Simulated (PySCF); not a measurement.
**CH5BN2 (SMILES NC1BN1) at CCSD(T)/cc-pVDZ**

Aim: the energy change on altering one bond length of CH5BN2 at CCSD(T)/cc-pVDZ, from 2 runs. The job is set up through a Python script.

Program for the calculation: PySCF 2.14.0.

1 further run of the same task is left out (set aside as unsound or not needed).

### Step 1. Starting point

CH5BN2 has 9 atoms, charge 0, and is taken as a singlet. SMILES: `NC1BN1`. Geometry: relaxed at PBE0-D4/def2-TZVP. This is one conformer, not always the lowest.

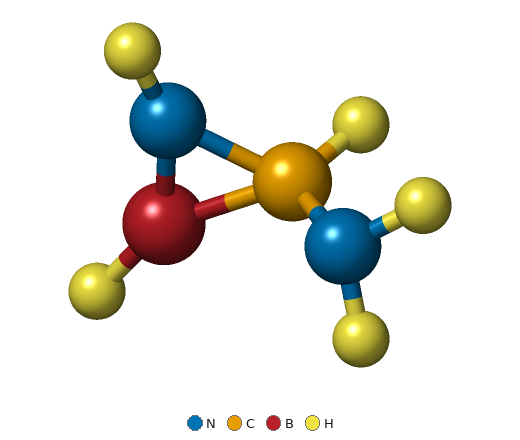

Viewed from a chosen angle; nitrogen blue, carbon amber, boron red, hydrogen yellow.

### Step 2. A single-point energy at CCSD(T)/cc-pVDZ

The input, input.xyz:

```xyz
9
CH5BN2
N      0.142900     1.194400    -0.640600
C     -0.364200    -0.077200    -0.222300
B      0.591200    -1.194100     0.303200
N     -0.130500    -0.469900     1.171500
H      0.784000     1.117400    -1.417000
H     -0.589900     1.842600    -0.892400
H     -1.366400    -0.317200    -0.582700
H      1.414200    -2.039000     0.194700
H     -0.392800    -0.103200     2.068300
```

The input, job.py:

```python
from pyscf import gto, scf, cc

system = gto.M(
    atom='input.xyz',
    verbose=4,
    max_memory=1860,
    basis='cc-pvdz',
)

mf = scf.RHF(system)
mf.conv_tol = 1e-10
mf.kernel()
if not mf.converged:
    mf = mf.newton().run(mf.mo_coeff, mf.mo_occ)

mycc = cc.CCSD(mf, frozen=4)
mycc.kernel()
e_t = mycc.ccsd_t()
energy = mycc.e_tot + e_t
print('Final energy', energy)
```

Run with:

```bash
$ OMP_NUM_THREADS=1 python job.py
```

Standard output:

```text
PySCF version 2.14.0

[INPUT] num. atoms = 9
[INPUT] num. electrons = 30
[INPUT] charge = 0
[INPUT] spin (= nelec alpha-beta = 2S) = 0
[INPUT] symmetry False subgroup None
[INPUT] Mole.unit = angstrom
[INPUT] Symbol           X                Y                Z      unit          X                Y                Z       unit  Magmom
[INPUT]  1 N      0.142900000000   1.194400000000  -0.640600000000 AA    0.270041863200   2.257088883181  -1.210558555396 Bohr   0.0
[INPUT]  2 C     -0.364200000000  -0.077200000000  -0.222300000000 AA   -0.688238254567  -0.145886856816  -0.420086117491 Bohr   0.0
[INPUT]  3 B      0.591200000000  -1.194100000000   0.303200000000 AA    1.117206084843  -2.256521965343   0.572964960968 Bohr   0.0
[INPUT]  4 N     -0.130500000000  -0.469900000000   1.171500000000 AA   -0.246609259256  -0.887982305933   2.213814154928 Bohr   0.0
[INPUT]  5 H      0.784000000000   1.117400000000  -1.417000000000 AA    1.481545281659   2.111579971589  -2.677741918509 Bohr   0.0
[INPUT]  6 H     -0.589900000000   1.842600000000  -0.892400000000 AA   -1.114749440881   3.482009357124  -1.686391593562 Bohr   0.0
[INPUT]  7 H     -1.366400000000  -0.317200000000  -0.582700000000 AA   -2.582121776606  -0.599421126712  -1.101143412784 Bohr   0.0
[INPUT]  8 H      1.414200000000  -2.039000000000   0.194700000000 AA    2.672450685360  -3.853151567988   0.367929676453 Bohr   0.0
[INPUT]  9 H     -0.392800000000  -0.103200000000   2.068300000000 AA   -0.742284421729  -0.195019736055   3.908520543438 Bohr   0.0

nuclear repulsion = 109.448343767593
number of shells = 35
number of NR pGTOs = 139
number of NR cGTOs = 81
basis = cc-pvdz
ecp = {}

******** <class 'pyscf.scf.hf.RHF'> ********
method = RHF
initial guess = minao
damping factor = 0
level_shift factor = 0
DIIS = <class 'pyscf.scf.diis.CDIIS'>
diis_start_cycle = 1
diis_space = 8
diis_damp = 0
SCF conv_tol = 1e-10
SCF conv_tol_grad = None
SCF max_cycles = 50
direct_scf = True
direct_scf_tol = 1e-13
Set gradient conv threshold to 1e-05
Initial guess from minao.
init E= -175.237550210848
  HOMO = -0.241112778245759  LUMO = 0.0642472044676397  gap/eV = 8.30927
cycle= 1 E= -174.284580714097  delta_E= 0.953  |g|= 0.364  |ddm|= 2.68
  HOMO = -0.364561484519997  LUMO = 0.150808052478113  gap/eV = 14.02392
cycle= 2 E= -174.326939222394  delta_E= -0.0424  |g|= 0.116  |ddm|= 0.39
  HOMO = -0.370579731182563  LUMO = 0.153092776441626  gap/eV = 14.24985
cycle= 3 E= -174.330646087459  delta_E= -0.00371  |g|= 0.0524  |ddm|= 0.131
  HOMO = -0.369692948526184  LUMO = 0.155770933000315  gap/eV = 14.29860
cycle= 4 E= -174.3313836994  delta_E= -0.000738  |g|= 0.00813  |ddm|= 0.052
  HOMO = -0.370320658708003  LUMO = 0.155582471439826  gap/eV = 14.31055
cycle= 5 E= -174.331408539991  delta_E= -2.48e-05  |g|= 0.00296  |ddm|= 0.0131
  HOMO = -0.370587739788077  LUMO = 0.155564840835003  gap/eV = 14.31734
cycle= 6 E= -174.331411887945  delta_E= -3.35e-06  |g|= 0.000854  |ddm|= 0.0047
  HOMO = -0.370642385433858  LUMO = 0.155510164424968  gap/eV = 14.31734
cycle= 7 E= -174.331412433472  delta_E= -5.46e-07  |g|= 0.000269  |ddm|= 0.00226
  HOMO = -0.370665510493287  LUMO = 0.1555296782599  gap/eV = 14.31850
cycle= 8 E= -174.331412501836  delta_E= -6.84e-08  |g|= 8.74e-05  |ddm|= 0.000808
  HOMO = -0.370654882206992  LUMO = 0.155518407440763  gap/eV = 14.31790
cycle= 9 E= -174.331412507729  delta_E= -5.89e-09  |g|= 3.02e-05  |ddm|= 0.0002
  HOMO = -0.370657911338509  LUMO = 0.155517311316882  gap/eV = 14.31796
cycle= 10 E= -174.331412508481  delta_E= -7.53e-10  |g|= 1.1e-05  |ddm|= 6.79e-05
  HOMO = -0.370655271081734  LUMO = 0.155517763154129  gap/eV = 14.31790
cycle= 11 E= -174.331412508577  delta_E= -9.53e-11  |g|= 3.34e-06  |ddm|= 2.51e-05
  HOMO = -0.370655923703574  LUMO = 0.155517275100913  gap/eV = 14.31790
Extra cycle  E= -174.331412508585  delta_E= -8.36e-12  |g|= 1.62e-06  |ddm|= 6.02e-06
converged SCF energy = -174.331412508585

******** <class 'pyscf.cc.ccsd.CCSD'> ********
CC2 = 0
CCSD nocc = 11, nmo = 77
frozen orbitals 4
max_cycle = 50
direct = 0
conv_tol = 1e-07
conv_tol_normt = 1e-05
diis_space = 6
diis_start_cycle = 0
diis_start_energy_diff = 1e+09
Init t2, MP2 energy = -174.887369626121  E_corr(MP2) -0.555957117536184
Init E_corr(CCSD) = -0.555957117537559
cycle = 1  E_corr(CCSD) = -0.573369751442998  dE = -0.0174126339  norm(t1,t2) = 0.0591632
cycle = 2  E_corr(CCSD) = -0.587222399506557  dE = -0.0138526481  norm(t1,t2) = 0.0187143
cycle = 3  E_corr(CCSD) = -0.589450473555245  dE = -0.00222807405  norm(t1,t2) = 0.0102287
cycle = 4  E_corr(CCSD) = -0.591741507526476  dE = -0.00229103397  norm(t1,t2) = 0.00436995
cycle = 5  E_corr(CCSD) = -0.591597786716675  dE = 0.00014372081  norm(t1,t2) = 0.00158233
cycle = 6  E_corr(CCSD) = -0.591496148413052  dE = 0.000101638304  norm(t1,t2) = 0.000422904
cycle = 7  E_corr(CCSD) = -0.591500107165727  dE = -3.95875268e-06  norm(t1,t2) = 0.000153982
cycle = 8  E_corr(CCSD) = -0.591508481039709  dE = -8.37387398e-06  norm(t1,t2) = 4.47243e-05
cycle = 9  E_corr(CCSD) = -0.59150597128952  dE = 2.50975019e-06  norm(t1,t2) = 1.46058e-05
cycle = 10  E_corr(CCSD) = -0.591506242676025  dE = -2.71386505e-07  norm(t1,t2) = 6.2063e-06
cycle = 11  E_corr(CCSD) = -0.591506115472861  dE = 1.27203164e-07  norm(t1,t2) = 2.22361e-06
cycle = 12  E_corr(CCSD) = -0.591506063608891  dE = 5.18639702e-08  norm(t1,t2) = 9.6059e-07
CCSD converged
E(CCSD) = -174.922918572194  E_corr = -0.5915060636088911
CCSD(T) correction = -0.018817751561499
Final energy -174.94173632375555
```

Wall time 16 s (1 thread of Intel Xeon at 2.70GHz, shared host); peak memory 0.36 GiB.

### Step 3. The distorted shape

The input, calc.py:

```python
from pyscf import gto, cc

system = gto.Mole()
system.atom = [
    ('N', (0.362742, 0.999938, -0.565059)),
    ('C', (-0.144358, -0.271662, -0.146759)),
    ('B', (0.811042, -1.388562, 0.378741)),
    ('N', (0.089342, -0.664362, 1.247041)),
    ('H', (1.003842, 0.922938, -1.341459)),
    ('H', (-0.589900, 1.842600, -0.892400)),
    ('H', (-1.146558, -0.511662, -0.507159)),
    ('H', (1.634042, -2.233462, 0.270241)),
    ('H', (-0.172958, -0.297662, 2.143841)),
]
system.max_memory = 1860
system.spin = 0
system.basis = 'cc-pvdz'
system.verbose = 3
system.charge = 0
system.build()

myscf = system.RHF()
myscf.conv_tol = 1e-10
myscf.kernel()
if not myscf.converged:
    myscf = myscf.newton().run(myscf.mo_coeff, myscf.mo_occ)

mycc = cc.CCSD(myscf, frozen=4)
mycc.kernel()
e_t = mycc.ccsd_t()
energy = mycc.e_tot + e_t
print(f'total energy: {energy:.8f} hartree')
```

Run with:

```bash
$ OMP_NUM_THREADS=1 python calc.py
```

Standard output:

```text
converged SCF energy = -174.282905422338
E(CCSD) = -174.8832140728181  E_corr = -0.6003086504805033
CCSD(T) correction = -0.0199642450620497
total energy: -174.90317832 hartree
```

Wall time 18 s (1 thread of Intel Xeon at 2.70GHz, shared host); peak memory 0.38 GiB.

### Step 4. What came out

Level: CCSD(T)/cc-pVDZ, 4 core orbitals frozen.

| quantity | value |
| --- | --- |
| first shape: total energy | -174.94174 Eh |
| first shape: dipole moment (Hartree–Fock density) | 0.97 D |
| first shape: HOMO energy (Hartree–Fock orbitals) | -10.09 eV |
| first shape: LUMO energy (Hartree–Fock orbitals) | 4.23 eV |
| first shape: HOMO–LUMO gap (Hartree–Fock orbitals) | 14.32 eV |
| first shape: correlation energy (4 core orbitals frozen) | -610.3 mEh |
| first shape: (T) correction | -18.82 mEh |
| first shape: T1 diagnostic | 0.014 |
| distorted shape: total energy | -174.90318 Eh |
| distorted shape: dipole moment (Hartree–Fock density) | 0.89 D |
| distorted shape: HOMO energy (Hartree–Fock orbitals) | -10.11 eV |
| distorted shape: LUMO energy (Hartree–Fock orbitals) | 3.90 eV |
| distorted shape: HOMO–LUMO gap (Hartree–Fock orbitals) | 14.00 eV |
| distorted shape: correlation energy (4 core orbitals frozen) | -620.3 mEh |
| distorted shape: (T) correction | -19.96 mEh |
| distorted shape: T1 diagnostic | 0.014 |
| energy change with the N1–H6 bond stretched from 1.010 to 1.313 Å | 1.049 eV |

In words: With the N1–H6 bond stretched from 1.010 to 1.313 Å the energy rises by 1.05 eV (101 kJ/mol). The first shape isn't relaxed at this level, so the change isn't measured from a minimum. Mulliken charges (first shape) of the mean-field density run from -0.29 on N1 to +0.11 on H9. The triples (first shape) make up 3.1 % of the correlation energy. Mulliken charges (distorted shape) of the mean-field density run from -0.39 on N1 to +0.14 on C2. The triples (distorted shape) make up 3.2 % of the correlation energy.
